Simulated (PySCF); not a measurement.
C₃H₃N₃, SMILES `c1ncncn1`.

Level of theory: ωB97X/def2-SVP (PySCF), at a geometry from GFN2-xTB. No frequency check shows the geometry to be a minimum. A basis without diffuse functions makes polarisabilities too small.

Geometry (Å), atoms numbered from 1:

```
C1       1.2416   -0.3351    0.0000
N2       0.3485   -1.3102    0.0000
C3      -0.9110   -0.9077    0.0000
N4      -1.3089    0.3533    0.0000
C5      -0.3306    1.2429    0.0000
N6       0.9604    0.9569    0.0000
H7       2.2873   -0.6172    0.0000
H8      -1.6783   -1.6721    0.0000
H9      -0.6091    2.2894    0.0000
```

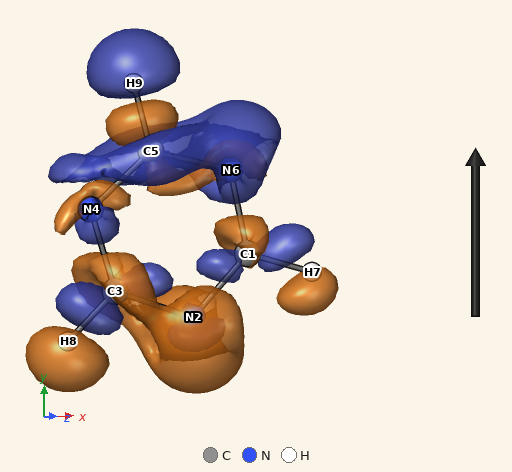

Change of the electron density in a uniform field of 0.21 V/Å along +y (arrow), surfaces at ±0.002 e/Å³ (orange: gain, blue: loss).

Question: How large is the response?

Answer: The induced dipole is 0.51 D (along the field); α along this axis, from the fields in both directions, is 50 bohr³ (7.5 Å³).

Question: Which atoms gain and lose the most charge?

Answer: Electrons gather most on N2 (Hirshfeld charge changes by −0.012 e) and leave C5 most (+0.009 e); 0.046 electrons are displaced in all.

Cost of the run: 13 s on 1 thread of Intel(R) Xeon(R) 6975P-C (Granite Rapids), with other jobs on the host, peak memory 0.5 GiB.
